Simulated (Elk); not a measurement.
Band structure of SiMo₃ (Pm-3n, 8 atoms in the cell).

```
CELL_PARAMETERS angstrom
      4.87063     0.00000     0.00000
      0.00000     4.87063     0.00000
      0.00000     0.00000     4.87063
ATOMIC_POSITIONS crystal
  Si 0.50000 0.50000 0.50000
  Si 0.00000 0.00000 0.00000
  Mo 0.00000 0.50000 0.25000
  Mo 0.00000 0.50000 0.75000
  Mo 0.25000 0.00000 0.50000
  Mo 0.75000 0.00000 0.50000
  Mo 0.50000 0.25000 0.00000
  Mo 0.50000 0.75000 0.00000
```

Method: PBE, all-electron FP-LAPW, Elk's shipped species files, default APW+lo basis in Elk.

Settings: xctype = 20; rgkmax = 7; stype = 0; swidth = 0.00734986 Ha; ngridk = 5 5 5; rmtscf = 0.83.

The starting cell comes from a database of computed structures (which also holds hypothetical and non-ambient phases and stackings), without a prior relaxation at this level. Its lattice was rescaled by a random factor within 2.5 % of one. Spin polarisation is off. Values depend on the basis (sphere radii, cutoffs, local orbitals), which need not be converged.

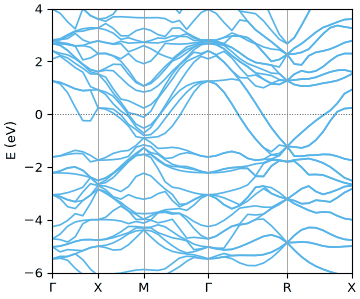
*Bands along the path, energies from the Fermi level.*

Levels in eV from the Fermi level, bands 42 to 49:
```csv
point,42,43,44,45,46,47,48,49
Γ,-2.22,-1.62,-1.62,1.25,1.25,1.25,2.10,2.40
X,-2.51,-1.74,-1.74,0.24,0.24,0.93,0.93,1.52
M,-1.28,-1.16,-0.90,-0.90,-0.80,-0.72,-0.53,-0.12
R,-1.80,-1.22,-1.22,-1.22,-1.22,-1.22,-1.22,1.27
```

Bands cross the Fermi level along this path, so the cell is metallic at this level.
